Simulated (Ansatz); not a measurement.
Geometry relaxation, with input and output: InH₂Cl₂O₂ (part 1 of 2)

The run: geometry relaxation of InH₂Cl₂O₂, multiplicity 2. Method and program: UKS PBE0/def2-SVP (Ansatz 0.2.0).

It belongs to a series of runs on one base structure; here: end point A relaxed. Figures and captions count atoms from 1; the log counts them from 0 in places.

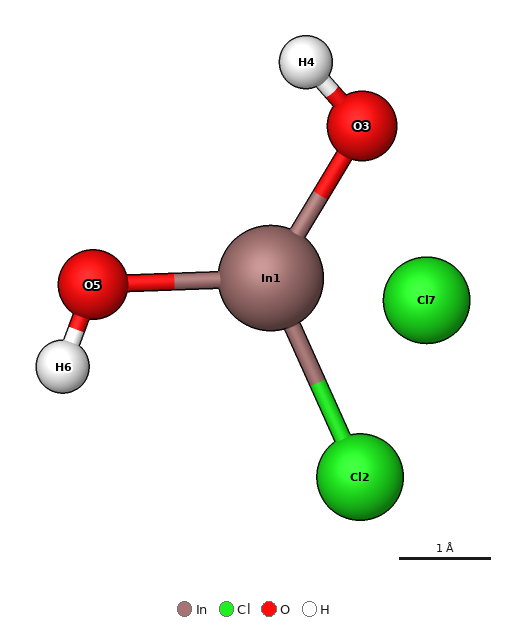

The starting structure (ball-and-stick view, seen at a tilt; atoms are numbered from 1 in the order of the input). Sticks mark near contacts. Bond lengths as drawn: Cl–In 2.43 Å, H–O 0.97 Å and In–O 1.98 to 1.99 Å.

The input:
```yaml
crystal:
  periodic: [false, false, false]
  atoms:
    - { symbol: In, position_ang: [-0.076647, -0.044582, 0.4127] }
    - { symbol: Cl, position_ang: [-1.195608, 1.315294, 2.086166] }
    - { symbol: O, position_ang: [1.870332, -0.050184, 0.053394] }
    - { symbol: H, position_ang: [2.042828, -0.570248, -0.744377] }
    - { symbol: O, position_ang: [-1.342198, -0.907232, -0.858298] }
    - { symbol: H, position_ang: [-2.261589, -0.686921, -0.658264] }
    - { symbol: Cl, position_ang: [0.753083, -0.854727, 3.502279] }
magnetization:
  spin_polarized: true
  initial_magnetization: 1
basis:
  gaussian: { orbitals: def2-SVP }
hamiltonian:
  xc: pbe0
relax:
  f_tol: 0.03
  max_steps: 50
output:
  orbitals: {}
```

Hardware: 4 threads of AMD EPYC (Zen 3), 32 GiB of memory available, shared host.

Command:
```bash
ansatz run input.yaml --threads 4 --pin off --max-ram 5120MiB --backend cpu --events-out ev --progress --plain --runs-dir out
```

What the program printed:
```
The last accepted step is kept in [file] (removed where the run ends without a failure and the disk answers)
Engine: ansatz 0.2.0, x86_64-unknown-linux-gnu
Functional definition: PBE0
  parameter a = 0.25
  parameter kappa = 0.804
  parameter beta = 0.06672455060314922
  exchange = (1 - a)*pbe_x(kappa = kappa, mu = beta*pi^2/3) + a*exact_x
  correlation = pbe_c(beta = beta)
1095 factors; integrals over basis functions are off by at most 2.3e-4 eV
mean field evaluation 1: about -34312.1462 eV, gradient 5.1e1 eV
mean field evaluation 2: about -34244.5050 eV, gradient 1.2e2 eV
mean field evaluation 4: about -34322.1302 eV, gradient 5.7e0 eV
mean field evaluation 8: about -34322.3575 eV, gradient 4.5e-1 eV
mean field evaluation 16: about -34322.3600 eV, gradient 8.7e-3 eV
mean field evaluation 32: about -34322.3600 eV, gradient 1.8e-5 eV
mean field -34322.36002906 eV, -1261.3234665366 hartree, gradient 8.8e-6 eV, S^2 0.752929; 4 other end points of the search recorded, 0 dependent functions left out
the calculation of the forces begins
reference -34322.36006559 eV, -1261.3234678792 hartree; 37, 36 occupied and 63, 64 virtual orbitals, 1095 factors
relax step   1: F+E_penalty+E_count = -34322.36002906 eV  Δ(F+E_penalty+E_count) = +0.000e0 eV  max|allowed force component| = 5.631e-1 eV/Å  Δτ_max = 0.0000 Å  (108 SCF iters, accepted)
these checks for a lower state are left out or cut short: starts, cluster_reference, orbital_swaps, neighbouring_geometries, increment
1095 factors; integrals over basis functions are off by at most 2.3e-4 eV
mean field -34322.46067614 eV, -1261.3271652488 hartree, gradient 1.2e-5 eV, S^2 0.752979; 0 other end points of the search recorded, 0 dependent functions left out
the calculation of the forces begins
reference -34322.46071286 eV, -1261.3271665982 hartree; 37, 36 occupied and 63, 64 virtual orbitals, 1095 factors
relax step   2: F+E_penalty+E_count = -34322.46067614 eV  Δ(F+E_penalty+E_count) = -1.006e-1 eV  max|allowed force component| = 4.361e-1 eV/Å  Δτ_max = 0.1405 Å  (65 SCF iters, accepted)
these checks for a lower state are left out or cut short: starts, cluster_reference, orbital_swaps, neighbouring_geometries, increment
1095 factors; integrals over basis functions are off by at most 2.3e-4 eV
mean field evaluation 64: about -34322.6221 eV, gradient 1.8e-2 eV
mean field -34322.62211089 eV, -1261.3330978665 hartree, gradient 1.8e-5 eV, S^2 0.753220; 0 other end points of the search recorded, 0 dependent functions left out
the calculation of the forces begins
reference -34322.62214761 eV, -1261.3330992158 hartree; 37, 36 occupied and 63, 64 virtual orbitals, 1095 factors
relax step   3: F+E_penalty+E_count = -34322.62211089 eV  Δ(F+E_penalty+E_count) = -1.614e-1 eV  max|allowed force component| = 5.360e-1 eV/Å  Δτ_max = 0.1992 Å  (49 SCF iters, accepted)
these checks for a lower state are left out or cut short: starts, cluster_reference, orbital_swaps, neighbouring_geometries, increment
1095 factors; integrals over basis functions are off by at most 2.3e-4 eV
mean field -34322.74408994 eV, -1261.3375805139 hartree, gradient 2.0e-5 eV, S^2 0.753266; 0 other end points of the search recorded, 0 dependent functions left out
the calculation of the forces begins
reference -34322.74412664 eV, -1261.3375818625 hartree; 37, 36 occupied and 63, 64 virtual orbitals, 1095 factors
relax step   4: F+E_penalty+E_count = -34322.74408994 eV  Δ(F+E_penalty+E_count) = -1.220e-1 eV  max|allowed force component| = 6.963e-1 eV/Å  Δτ_max = 0.1959 Å  (42 SCF iters, accepted)
these checks for a lower state are left out or cut short: starts, cluster_reference, orbital_swaps, neighbouring_geometries, increment
1095 factors; integrals over basis functions are off by at most 2.3e-4 eV
mean field -34322.90182365 eV, -1261.3433771206 hartree, gradient 2.2e-5 eV, S^2 0.753413; 0 other end points of the search recorded, 0 dependent functions left out
the calculation of the forces begins
reference -34322.90186060 eV, -1261.3433784784 hartree; 37, 36 occupied and 63, 64 virtual orbitals, 1095 factors
relax step   5: F+E_penalty+E_count = -34322.90182365 eV  Δ(F+E_penalty+E_count) = -1.577e-1 eV  max|allowed force component| = 4.941e-1 eV/Å  Δτ_max = 0.1966 Å  (41 SCF iters, accepted)
these checks for a lower state are left out or cut short: starts, cluster_reference, orbital_swaps, neighbouring_geometries, increment
1095 factors; integrals over basis functions are off by at most 2.3e-4 eV
mean field -34322.97154786 eV, -1261.3459394382 hartree, gradient 4.7e-5 eV, S^2 0.753694; 0 other end points of the search recorded, 0 dependent functions left out
the calculation of the forces begins
reference -34322.97158514 eV, -1261.3459408083 hartree; 37, 36 occupied and 63, 64 virtual orbitals, 1095 factors
relax step   6: F+E_penalty+E_count = -34322.97154786 eV  Δ(F+E_penalty+E_count) = -6.972e-2 eV  max|allowed force component| = 4.727e-1 eV/Å  Δτ_max = 0.1947 Å  (40 SCF iters, accepted)
these checks for a lower state are left out or cut short: starts, cluster_reference, orbital_swaps, neighbouring_geometries, increment
1095 factors; integrals over basis functions are off by at most 2.3e-4 eV
mean field evaluation 96: about -34322.9985 eV, gradient 2.3e-1 eV
mean field -34323.00056249 eV, -1261.3470057061 hartree, gradient 1.9e-5 eV, S^2 0.753626; 0 other end points of the search recorded, 0 dependent functions left out
the calculation of the forces begins
reference -34323.00059960 eV, -1261.3470070698 hartree; 37, 36 occupied and 63, 64 virtual orbitals, 1095 factors
relax step   7: F+E_penalty+E_count = -34323.00056249 eV  Δ(F+E_penalty+E_count) = -2.901e-2 eV  max|allowed force component| = 4.523e-1 eV/Å  Δτ_max = 0.1986 Å  (40 SCF iters, accepted)
these checks for a lower state are left out or cut short: starts, cluster_reference, orbital_swaps, neighbouring_geometries, increment
1095 factors; integrals over basis functions are off by at most 2.2e-4 eV
mean field -34323.01471253 eV, -1261.3475257104 hartree, gradient 2.3e-5 eV, S^2 0.753663; 0 other end points of the search recorded, 0 dependent functions left out
the calculation of the forces begins
reference -34323.01474952 eV, -1261.3475270698 hartree; 37, 36 occupied and 63, 64 virtual orbitals, 1095 factors
relax step   8: F+E_penalty+E_count = -34323.01471253 eV  Δ(F+E_penalty+E_count) = -1.415e-2 eV  max|allowed force component| = 1.551e-1 eV/Å  Δτ_max = 0.0835 Å  (34 SCF iters, accepted)
these checks for a lower state are left out or cut short: starts, cluster_reference, orbital_swaps, neighbouring_geometries, increment
1095 factors; integrals over basis functions are off by at most 2.2e-4 eV
mean field -34323.01512057 eV, -1261.3475407057 hartree, gradient 2.1e-5 eV, S^2 0.753653; 0 other end points of the search recorded, 0 dependent functions left out
the calculation of the forces begins
reference -34323.01515753 eV, -1261.3475420640 hartree; 37, 36 occupied and 63, 64 virtual orbitals, 1095 factors
relax step   9: F+E_penalty+E_count = -34323.01512057 eV  Δ(F+E_penalty+E_count) = -4.080e-4 eV  max|allowed force component| = 2.079e-1 eV/Å  Δτ_max = 0.0449 Å  (34 SCF iters, accepted)
these checks for a lower state are left out or cut short: starts, cluster_reference, orbital_swaps, neighbouring_geometries, increment
1095 factors; integrals over basis functions are off by at most 2.2e-4 eV
mean field -34323.01647359 eV, -1261.3475904283 hartree, gradient 2.3e-5 eV, S^2 0.753640; 0 other end points of the search recorded, 0 dependent functions left out
the calculation of the forces begins
reference -34323.01651054 eV, -1261.3475917860 hartree; 37, 36 occupied and 63, 64 virtual orbitals, 1095 factors
relax step  10: F+E_penalty+E_count = -34323.01647359 eV  Δ(F+E_penalty+E_count) = -1.353e-3 eV  max|allowed force component| = 8.025e-3 eV/Å  Δτ_max = 0.0149 Å  (34 SCF iters, accepted)
1095 factors; integrals over basis functions are off by at most 2.2e-4 eV
mean field evaluation 128: about -34322.9998 eV, gradient 1.9e0 eV
```

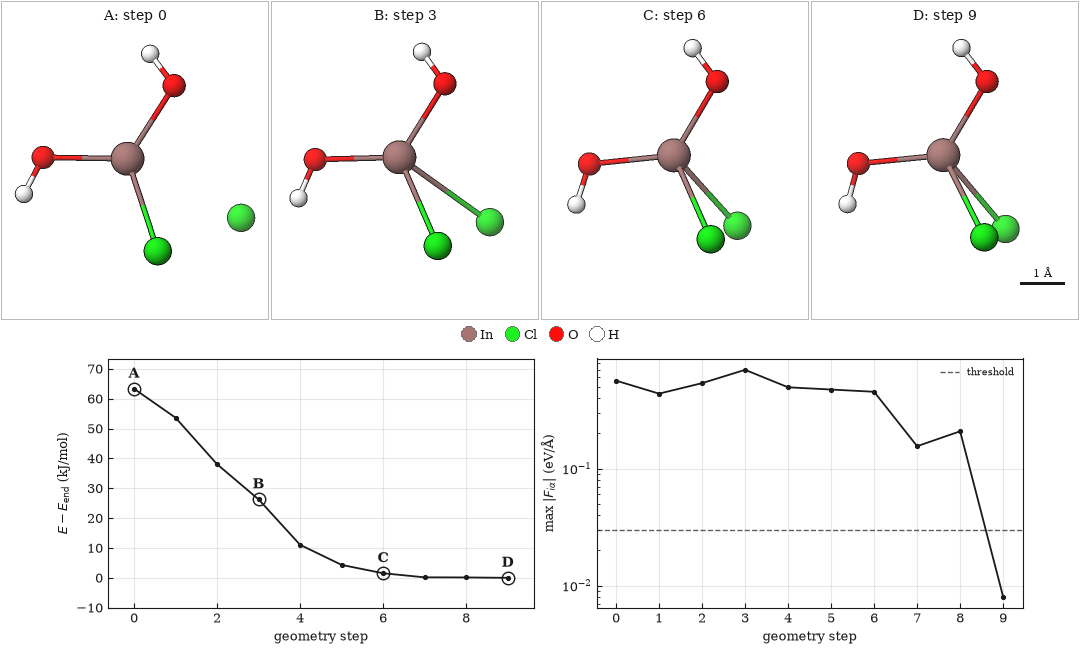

Frames of the relaxation (ball-and-stick view, seen on its broad side) above the curves, on which the letters mark them (the first geometry is step 0 here and step 1 in the log).

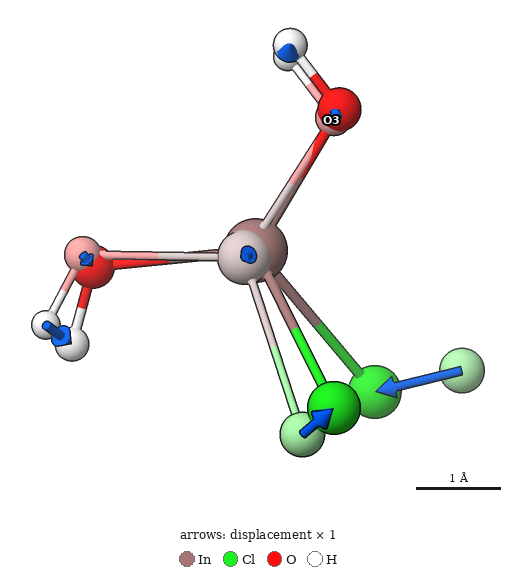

Start (faint) and end (solid) with the displacements as blue arrows, at true length (ball-and-stick view, seen on its broad side). The two geometries are laid on each other by the best rigid fit. The atom that moves furthest after the best rigid fit is Cl7 (1.07 Å). By element the largest moves are Cl 1.07 Å, H 0.57 Å, In 0.27 Å, O 0.21 Å. Distances before and after: In1–Cl7 3.300 → 2.525 Å, In1–Cl2 2.429 → 2.525 Å, In1–O5 1.990 → 1.985 Å. New bonds form: In1–Cl7 (3.30 → 2.52 Å). Among the angles that change: Cl2–In1–O3 125.4° → 111.0°, O3–In1–O5 120.5° → 127.2°. After 9 geometry steps the energy has fallen by 63.3 kJ/mol. Largest force component: 0.56 eV/Å at the start, 0.008 eV/Å at the end. (Atoms are counted from 1 in the order of the input.)
